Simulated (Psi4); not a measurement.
**B3LYP/6-31G(d) (spherical functions) run of Si2H4ClF (SMILES F[SiH]([SiH3])Cl)**

Aim: the energy change on altering one bond length of Si2H4ClF at B3LYP/6-31G* (spherical functions), from 2 runs. 

The results are computed with Psi4 1.11.

1 further run of the same task is left out (set aside as unsound or not needed). Runs told in other sessions of the task aren't counted.

## 1. Starting point

The species is Si2H4ClF (8 atoms), meant as a singlet with charge 0. SMILES: `F[SiH]([SiH3])Cl`. Geometry: relaxed at PBE0-D4/def2-TZVP.

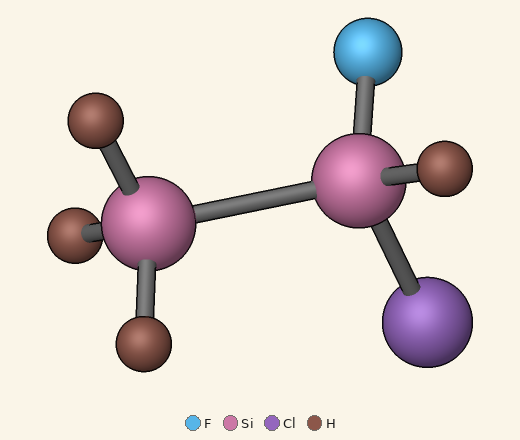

Viewed from a chosen angle; fluorine blue, silicon pink, chlorine purple, hydrogen brown.

## 2. Energy and gradient at B3LYP/6-31G(d) (spherical functions)

Input file clfh4si2.xyz:

```xyz
8
ClFH4Si2
F     -1.329000     1.796800     0.161200
Si    -0.382900     0.812800    -0.667700
Si     0.539000    -0.793000     0.761300
Cl    -1.534100    -0.130100    -2.075900
H      0.596600     1.655400    -1.392300
H      1.355700    -0.131100     1.812300
H      1.403500    -1.693800    -0.044400
H     -0.556600    -1.574100     1.389600
```

Input file calc.py:

```python
import psi4

psi4.set_memory('2200 MB')
psi4.set_num_threads(1)
psi4.core.set_output_file('psi4.out', False)

with open('clfh4si2.xyz') as f:
    atoms = ''.join(f.readlines()[2:])
geom = psi4.geometry('0 1\n' + atoms + 'symmetry c1\nno_reorient\nno_com')

options = {'puream': True, 'e_convergence': 1e-09, 'd_convergence': 1e-08, 'scf_type': 'pk', 'dft_radial_points': 99, 'dft_spherical_points': 590}
psi4.set_options(options)

e_tot, wfn = psi4.gradient('b3lyp/6-31G*', molecule=geom, return_wfn=True)
print('gradient / Eh bohr^-1')
print(e_tot.np.round(6))
print(f'energy = {wfn.energy():.10f} Eh')
```

Started as:

```sh
$ python calc.py
```

psi4.out:

```text
[...]
  Running in c1 symmetry.
[...]
  Nuclear repulsion =  276.204993495700592
[...]
  Multiplicity = 1
[...]
  Nalpha       = 29
  Nbeta        = 29
[...]
    Number of basis functions: 76
[...]
   @RKS iter   1: -1141.45045177527413   -3.54757e-01   5.27384e-03 DIIS/ADIIS
[...]
   @RKS iter  11: -1141.52484629705964   -2.04636e-12   2.34852e-09 DIIS
[...]
    Orbital Energies [Eh]
    ---------------------
    Doubly Occupied:
       1A   -101.526045     2A    -66.194388     3A    -66.121202
       4A    -24.698537     5A     -9.461335     6A     -7.221586
       7A     -7.215892     8A     -7.215460     9A     -5.349105
      10A     -5.289254    11A     -3.709421    12A     -3.707521
      13A     -3.704747    14A     -3.646677    15A     -3.646553
      16A     -3.646481    17A     -1.196110    18A     -0.839604
      19A     -0.584204    20A     -0.537100    21A     -0.465351
      22A     -0.457612    23A     -0.446540    24A     -0.385764
      25A     -0.371453    26A     -0.366754    27A     -0.353164
      28A     -0.339106    29A     -0.298527
[...]
  @RKS Final Energy: -1141.52484629705964
   => Energetics <=
    Nuclear Repulsion Energy =            276.2049934957005917
    One-Electron Energy =               -2130.2729023872002472
    Two-Electron Energy =                 778.7909035829173945
    DFT Exchange-Correlation Energy =     -66.2478409884774067
    Empirical Dispersion Energy =           0.0000000000000000
    VV10 Nonlocal Energy =                  0.0000000000000000
    Total Energy =                      -1141.5248462970598666
[...]
 Multipole Moments:
 ------------------------------------------------------------------------------------
     Multipole            Electronic (a.u.)      Nuclear  (a.u.)        Total (a.u.)
 ------------------------------------------------------------------------------------
 L = 1.  Multiply by 2.5417464519 to convert [e a0] to [Debye]
 Dipole X            :         63.1181345          -62.4669758            0.6511587
 Dipole Y            :        -23.7377301           23.6085375           -0.1291927
 Dipole Z            :         58.4023085          -58.1353456            0.2669630
 Magnitude           :                                                    0.7155192
[...]
  -Total Gradient:
     Atom            X                  Y                   Z
    ------   -----------------  -----------------  -----------------
       1        0.008049423252    -0.008722007526    -0.007153687999
       2       -0.011428339773     0.003242679585    -0.000636215731
       3       -0.000218405136    -0.000311252651     0.000458668867
       4        0.005542707373     0.004498041134     0.007741466269
       5       -0.000984555162    -0.000098307574     0.000900477311
       6       -0.000360871914     0.000233435106    -0.000561450887
       7       -0.000450157956     0.000639432275    -0.000282069449
       8       -0.000180910861     0.000522899621    -0.000486749343
[...]
```

The script printed:

```text
gradient / Eh bohr^-1
[[ 8.0490e-03 -8.7220e-03 -7.1540e-03]
 [-1.1428e-02  3.2430e-03 -6.3600e-04]
 [-2.1800e-04 -3.1100e-04  4.5900e-04]
 [ 5.5430e-03  4.4980e-03  7.7410e-03]
 [-9.8500e-04 -9.8000e-05  9.0000e-04]
 [-3.6100e-04  2.3300e-04 -5.6100e-04]
 [-4.5000e-04  6.3900e-04 -2.8200e-04]
 [-1.8100e-04  5.2300e-04 -4.8700e-04]]
energy = -1141.5248462971 Eh
```

It took 10 s on 1 thread of AMD EPYC 9R45 (Zen 5), shared host; peak memory 1 GiB.

## 3. The distorted shape at the same level

Input file input.in:

```
memory 2.2 GB

molecule {
  0 1
  F
  Si 1 1.597009
  Si 2 2.338917 1 109.84143
  Cl 2 2.048743 1 107.90538 3 118.69745
  H 2 1.7036 1 107.16541 4 115.25128
  H 3 1.48651 2 110.04862 1 -60.71733
  H 3 1.485918 6 109.49091 2 118.94799
  H 3 1.484997 7 109.86345 6 -120.78484
  symmetry c1
}

set {
  reference rks
  puream true
  e_convergence 1e-09
  d_convergence 1e-08
  scf_type pk
  dft_radial_points 99
  dft_spherical_points 590
}

result, w = gradient('b3lyp/6-31G*', return_wfn=True)
oeprop(w, 'MAYER_INDICES', 'QUADRUPOLE', 'LOWDIN_CHARGES')
print_variables()
```

Started as:

```sh
$ psi4 input.in input.out -n 1
```

input.out, shortened:

```text
[...]
  Running in c1 symmetry.
[...]
  Nuclear repulsion =  275.122504466598627
[...]
  Multiplicity = 1
[...]
  Nalpha       = 29
  Nbeta        = 29
[...]
    Number of basis functions: 76
[...]
   @RKS iter   1: -1141.43777192445395   -3.94101e-01   5.29897e-03 ADIIS/DIIS
[...]
   @RKS iter  11: -1141.51296594379187   -6.82121e-13   2.70261e-09 DIIS
[...]
  @RKS Final Energy: -1141.51296594379187
   => Energetics <=
    Nuclear Repulsion Energy =            275.1225044665986275
    One-Electron Energy =               -2127.9283639641021182
    Two-Electron Energy =                 777.4996978061193431
    DFT Exchange-Correlation Energy =     -66.2068042524076219
    Empirical Dispersion Energy =           0.0000000000000000
    VV10 Nonlocal Energy =                  0.0000000000000000
    Total Energy =                      -1141.5129659437918690
[...]
  -Total Gradient:
     Atom            X                  Y                   Z
    ------   -----------------  -----------------  -----------------
       1        0.000716696699    -0.000708404706     0.012588711691
       2        0.043326514233    -0.022947230515    -0.022506154128
       3        0.001286691523     0.000152425039    -0.000952509587
       4       -0.007443882527    -0.005172880604    -0.003107229231
       5       -0.037651257154     0.027708309473     0.014111692756
       6        0.000071736817     0.000328857269     0.000057220509
       7       -0.000074517256     0.000339367113    -0.000236455446
       8       -0.000208449498     0.000319684886     0.000037252229
[...]
 Multipole Moments:
 ------------------------------------------------------------------------------------
     Multipole            Electronic (a.u.)      Nuclear  (a.u.)        Total (a.u.)
[...]
```

Wall time 10 s (1 thread of AMD EPYC 9R45 (Zen 5), shared host); peak memory 1 GiB.

## 4. Results

Level: B3LYP/6-31G* (spherical functions).

```
                                                          quantity           value
                                         first shape: total energy  -1141.52485 Eh
                                        first shape: dipole moment          1.82 D
                                          first shape: HOMO energy        -8.12 eV
                                          first shape: LUMO energy        -0.43 eV
                                        first shape: HOMO–LUMO gap         7.70 eV
                             first shape: largest force on an atom      0.713 eV/Å
                                     distorted shape: total energy  -1141.51297 Eh
                                    distorted shape: dipole moment          1.79 D
                                      distorted shape: HOMO energy        -8.08 eV
                                      distorted shape: LUMO energy        -0.50 eV
                                    distorted shape: HOMO–LUMO gap         7.58 eV
                         distorted shape: largest force on an atom      2.774 eV/Å
energy change with the Si2–H5 bond stretched from 1.481 to 1.704 Å        0.323 eV
```

**Reading.** With the Si2–H5 bond stretched from 1.481 to 1.704 Å the energy rises by 0.32 eV (31.2 kJ/mol). The first shape isn't relaxed at this level, so the change isn't measured from a minimum. The largest force (first shape) is 0.71 eV/Å: the shape isn't a stationary point for this species at this level.
